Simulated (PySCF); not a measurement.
# F2: the SCF solver's settings

Do solver options change the result for F2, or only the number of cycles?

Method: each script names its method and basis; program: PySCF 2.14.0.

### 1 Where the work starts

F2: 2 atoms, charge 0, spin multiplicity 1.

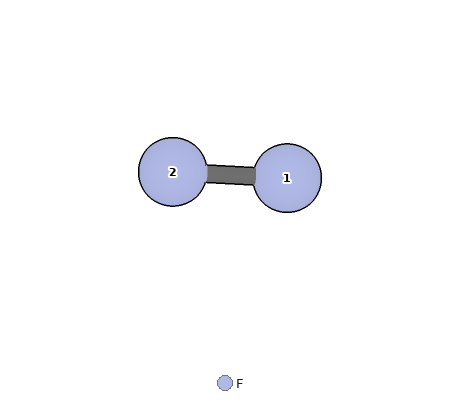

As it starts; fluorine light blue; atoms are numbered from 1 in the order of the file.

### 2 Base script

File input.py:

```python
from pyscf import gto, scf

mol = gto.M(
    atom='F 0 0 0; F 0 0 1.23',
    basis='jorge-dzp',
    charge=0,
    spin=0,
    verbose=4,
)
mf = scf.UHF(mol)
mf.kernel()
mf.dip_moment()
print('orbital energies (hartree):', [e[max(0, n-3):n+3].round(4) for e, n in zip(mf.mo_energy, mol.nelec)])
```

Run with:

```
OMP_NUM_THREADS=1 python input.py
```

Its log is not repeated here.

It gives: E(SCF) = -198.712184 Eh, 8 cycles, μ = 0.00 D.

The bond length is a typed value, not an optimised one.

### 3 Second-order solver on

Run 1 changes second-order solver: off → on.

input.py, as its differences from that of step 2:

```diff
@@ -10,2 +10,3 @@
 mf = scf.UHF(mol)
+mf = mf.newton()
 mf.kernel()
```

Run with:

```
OMP_NUM_THREADS=1 python input.py
```

What it wrote:

```text
PySCF version 2.14.0

[INPUT] verbose = 4
[INPUT] num. atoms = 2
[INPUT] num. electrons = 18
[INPUT] charge = 0
[INPUT] spin (= nelec alpha-beta = 2S) = 0
[INPUT] symmetry False subgroup None
[INPUT] Mole.unit = angstrom
[INPUT] Symbol           X                Y                Z      unit          X                Y                Z       unit  Magmom
[INPUT]  1 F      0.000000000000   0.000000000000   0.000000000000 AA    0.000000000000   0.000000000000   0.000000000000 Bohr   0.0
[INPUT]  2 F      0.000000000000   0.000000000000   1.230000000000 AA    0.000000000000   0.000000000000   2.324363133215 Bohr   0.0

nuclear repulsion = 34.8482553532683
number of shells = 14
number of NR pGTOs = 58
number of NR cGTOs = 30
basis = jorge-dzp
ecp = {}

******** <class 'pyscf.soscf.newton_ah.SecondOrderUHF'> ********
method = SecondOrderUHF
initial guess = minao
damping factor = 0
level_shift factor = 0
DIIS = <class 'pyscf.scf.diis.CDIIS'>
diis_start_cycle = 1
diis_space = 8
diis_damp = 0
SCF conv_tol = 1e-09
SCF conv_tol_grad = None
SCF max_cycles = 50
direct_scf = True
direct_scf_tol = 1e-13
number electrons alpha = 9  beta = 9
******** <class 'pyscf.scf.uhf.UHF'> Newton solver flags ********
SCF tol = 1e-09
conv_tol_grad = None
max. SCF cycles = 50
direct_scf = True
direct_scf_tol = 1e-13
max_cycle_inner = 12
max_stepsize = 0.05
ah_start_tol = 1e+09
ah_level_shift = 0
ah_conv_tol = 1e-12
ah_lindep = 1e-14
ah_start_cycle = 1
ah_max_cycle = 40
ah_grad_trust_region = 2.5
kf_interval = 4
kf_trust_region = 5
canonicalization = True
Set conv_tol_grad to 3.16228e-05
[... the frontier-level lines of each cycle are left out ...]
Initial guess E= -198.684911024229  |g|= 0.311677
macro= 0  E= -198.712184164199  delta_E= -0.0272731  |g|= 0.000139316  3 KF 11 JK
macro= 1  E= -198.712184164225  delta_E= -2.60343e-11  |g|= 1.23769e-05  1 KF 3 JK
Canonicalize SCF orbitals
macro X = 2  E=-198.712184164225  |g|= 1.23769e-05  total 5 KF 17 JK
converged SCF energy = -198.712184164225  <S^2> = 2.3341329e-12  2S+1 = 1
Dipole moment(X, Y, Z, Debye): -0.00000,  0.00000,  0.00000
orbital energies (hartree): [array([-0.8236, -0.624 , -0.624 ,  0.2619,  0.8893,  0.959 ]), array([-0.8236, -0.624 , -0.624 ,  0.2619,  0.8893,  0.959 ])]
```

It took 0.82 s on 1 thread of Arm Neoverse V2, shared host.

Outcome: E(SCF) = -198.712184 Eh (no change), 2 macro-iterations, μ = 0.00 D.

### 4 DIIS space 4

Run 2 changes DIIS space: default → 4.

input.py, as its differences from that of step 2:

```diff
@@ -10,2 +10,3 @@
 mf = scf.UHF(mol)
+mf.diis_space = 4
 mf.kernel()
```

Run with:

```
OMP_NUM_THREADS=1 python input.py
```

What it wrote:

```text
PySCF version 2.14.0

[INPUT] verbose = 4
[INPUT] num. atoms = 2
[INPUT] num. electrons = 18
[INPUT] charge = 0
[INPUT] spin (= nelec alpha-beta = 2S) = 0
[INPUT] symmetry False subgroup None
[INPUT] Mole.unit = angstrom
[INPUT] Symbol           X                Y                Z      unit          X                Y                Z       unit  Magmom
[INPUT]  1 F      0.000000000000   0.000000000000   0.000000000000 AA    0.000000000000   0.000000000000   0.000000000000 Bohr   0.0
[INPUT]  2 F      0.000000000000   0.000000000000   1.230000000000 AA    0.000000000000   0.000000000000   2.324363133215 Bohr   0.0

nuclear repulsion = 34.8482553532683
number of shells = 14
number of NR pGTOs = 58
number of NR cGTOs = 30
basis = jorge-dzp
ecp = {}

******** <class 'pyscf.scf.uhf.UHF'> ********
method = UHF
initial guess = minao
damping factor = 0
level_shift factor = 0
DIIS = <class 'pyscf.scf.diis.CDIIS'>
diis_start_cycle = 1
diis_space = 4
diis_damp = 0
SCF conv_tol = 1e-09
SCF conv_tol_grad = None
SCF max_cycles = 50
direct_scf = True
direct_scf_tol = 1e-13
number electrons alpha = 9  beta = 9
Set gradient conv threshold to 3.16228e-05
init E= -199.030335638183
[... the frontier-level lines of each cycle are left out ...]
cycle= 1 E= -198.684911024229  delta_E= 0.345  |g|= 0.312  |ddm|= 1.16
cycle= 2 E= -198.710018730812  delta_E= -0.0251  |g|= 0.0905  |ddm|=  0.2
cycle= 3 E= -198.71209434671  delta_E= -0.00208  |g|= 0.0133  |ddm|= 0.0555
cycle= 4 E= -198.712175730164  delta_E= -8.14e-05  |g|= 0.00407  |ddm|= 0.0106
cycle= 5 E= -198.71218402408  delta_E= -8.29e-06  |g|= 0.000484  |ddm|= 0.00401
cycle= 6 E= -198.712184151816  delta_E= -1.28e-07  |g|= 0.000124  |ddm|= 0.000415
cycle= 7 E= -198.712184162942  delta_E= -1.11e-08  |g|= 3.67e-05  |ddm|= 0.000132
cycle= 8 E= -198.712184164165  delta_E= -1.22e-09  |g|= 8.74e-06  |ddm|= 4.92e-05
cycle= 9 E= -198.712184164226  delta_E= -6.07e-11  |g|= 1.06e-06  |ddm|= 1.28e-05
Extra cycle  E= -198.712184164227  delta_E= -8.53e-13  |g|= 4.47e-07  |ddm|= 9.77e-07
converged SCF energy = -198.712184164227  <S^2> = 3.7125858e-13  2S+1 = 1
Dipole moment(X, Y, Z, Debye): -0.00000,  0.00000, -0.00000
orbital energies (hartree): [array([-0.8236, -0.624 , -0.624 ,  0.2619,  0.8893,  0.959 ]), array([-0.8236, -0.624 , -0.624 ,  0.2619,  0.8893,  0.959 ])]
```

Run time: 0.68 s. Hardware: 1 thread of Arm Neoverse V2, shared host.

This run: E(SCF) = -198.712184 Eh (no change), 9 cycles, μ = 0.00 D.

### 5 Smearing width 0.01 hartree

Run 3 changes smearing width: none → 0.01 hartree.

input.py, as its differences from that of step 2:

```diff
@@ -10,2 +10,3 @@
 mf = scf.UHF(mol)
+mf = scf.addons.smearing_(mf, sigma=0.01, method='fermi')
 mf.kernel()
```

Run with:

```
OMP_NUM_THREADS=1 python input.py
```

What it wrote:

```text
PySCF version 2.14.0

[INPUT] verbose = 4
[INPUT] num. atoms = 2
[INPUT] num. electrons = 18
[INPUT] charge = 0
[INPUT] spin (= nelec alpha-beta = 2S) = 0
[INPUT] symmetry False subgroup None
[INPUT] Mole.unit = angstrom
[INPUT] Symbol           X                Y                Z      unit          X                Y                Z       unit  Magmom
[INPUT]  1 F      0.000000000000   0.000000000000   0.000000000000 AA    0.000000000000   0.000000000000   0.000000000000 Bohr   0.0
[INPUT]  2 F      0.000000000000   0.000000000000   1.230000000000 AA    0.000000000000   0.000000000000   2.324363133215 Bohr   0.0

nuclear repulsion = 34.8482553532683
number of shells = 14
number of NR pGTOs = 58
number of NR cGTOs = 30
basis = jorge-dzp
ecp = {}

******** <class 'pyscf.scf.smearing.SmearingUHF'> ********
method = SmearingUHF
initial guess = minao
damping factor = 0
level_shift factor = 0
DIIS = <class 'pyscf.scf.diis.CDIIS'>
diis_start_cycle = 1
diis_space = 8
diis_damp = 0
SCF conv_tol = 1e-09
SCF conv_tol_grad = None
SCF max_cycles = 50
direct_scf = True
direct_scf_tol = 1e-13
number electrons alpha = 9  beta = 9
Set gradient conv threshold to 3.16228e-05
init E= -199.030335638183
    sigma = 0.01  Optimized mu = -0.224691878833  entropy = 1.34392528677e-08
    Total E(T) = -198.684911023985  Free energy = -198.684911024119  E0 = -198.684911024052
cycle= 1 E= -198.684911023985  delta_E= 0.345  |g|= 0.357  |ddm|= 1.16
    sigma = 0.01  Optimized mu = -0.281971611674  entropy = -0
    Total E(T) = -198.710018730814  Free energy = -198.710018730814  E0 = -198.710018730814
cycle= 2 E= -198.710018730814  delta_E= -0.0251  |g|= 0.144  |ddm|=  0.2
    sigma = 0.01  Optimized mu = -0.169721684579  entropy = -0
    Total E(T) = -198.71209434671  Free energy = -198.71209434671  E0 = -198.71209434671
cycle= 3 E= -198.71209434671  delta_E= -0.00208  |g|= 0.0157  |ddm|= 0.0555
    sigma = 0.01  Optimized mu = -0.188525385744  entropy = -0
    Total E(T) = -198.712175730164  Free energy = -198.712175730164  E0 = -198.712175730164
cycle= 4 E= -198.712175730164  delta_E= -8.14e-05  |g|= 0.00498  |ddm|= 0.0106
    sigma = 0.01  Optimized mu = -0.184047799552  entropy = -0
    Total E(T) = -198.71218402408  Free energy = -198.71218402408  E0 = -198.71218402408
cycle= 5 E= -198.71218402408  delta_E= -8.29e-06  |g|= 0.000529  |ddm|= 0.00401
    sigma = 0.01  Optimized mu = -0.18427097409  entropy = -0
    Total E(T) = -198.712184157431  Free energy = -198.712184157431  E0 = -198.712184157431
cycle= 6 E= -198.712184157431  delta_E= -1.33e-07  |g|= 9.09e-05  |ddm|= 0.000474
    sigma = 0.01  Optimized mu = -0.184260119754  entropy = -0
    Total E(T) = -198.712184163623  Free energy = -198.712184163623  E0 = -198.712184163623
cycle= 7 E= -198.712184163623  delta_E= -6.19e-09  |g|= 2.71e-05  |ddm|= 0.000101
    sigma = 0.01  Optimized mu = -0.184262795691  entropy = -0
    Total E(T) = -198.712184164223  Free energy = -198.712184164223  E0 = -198.712184164223
cycle= 8 E= -198.712184164223  delta_E= -6e-10  |g|= 2.2e-06  |ddm|= 4.06e-05
    sigma = 0.01  Optimized mu = -0.184261694043  entropy = -0
    Total E(T) = -198.712184164226  Free energy = -198.712184164226  E0 = -198.712184164226
Extra cycle  E= -198.712184164226  delta_E= -2.79e-12  |g|= 9.43e-07  |ddm|= 2.08e-06
converged SCF energy = -198.712184164226  <S^2> = 1.6324719e-12  2S+1 = 1
Dipole moment(X, Y, Z, Debye):  0.00000,  0.00000, -0.00000
orbital energies (hartree): [array([-0.8236, -0.624 , -0.624 ,  0.2619,  0.8893,  0.959 ]), array([-0.8236, -0.624 , -0.624 ,  0.2619,  0.8893,  0.959 ])]
```

Run time: 0.76 s. Hardware: 1 thread of Arm Neoverse V2, shared host.

Result: E(SCF) = -198.712184 Eh (no change), 8 cycles, μ = 0.00 D.

The energy is that at the smeared occupations, without the entropy term.

### 6 All runs together

| run | E(SCF) (hartree) | from base (eV) | cycles | gap (eV) |
| --- | --- | --- | --- | --- |
| base | -198.712184 | 0 | 8 | 24.11 |
| second-order solver on | -198.712184 | 0.0000 | 2 macro | 24.11 |
| DIIS space 4 | -198.712184 | 0.0000 | 9 | 24.11 |
| smearing width 0.01 hartree | -198.712184 | 0.0000 | 8 | n/a |

Wall time on 1 thread of Arm Neoverse V2, shared host, start-up included: base 0.71 s; second-order solver on 0.82 s; DIIS space 4 0.68 s; smearing width 0.01 hartree 0.76 s.

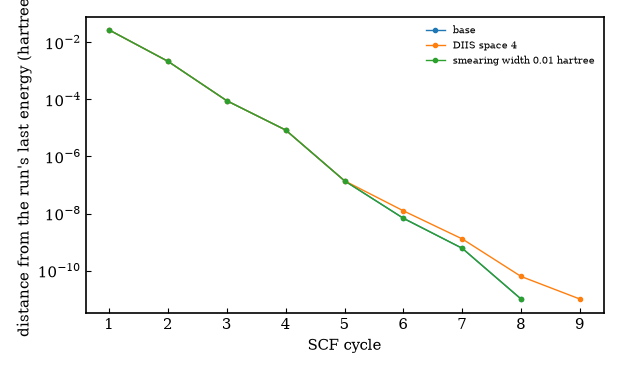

How each run approaches its own final energy.

In words: No change of the SCF energy comes from second-order solver on or DIIS space 4 or smearing width 0.01 hartree. With DIIS space 4, smearing width 0.01 hartree the path hardly changes: 8 to 9 cycles against 8.
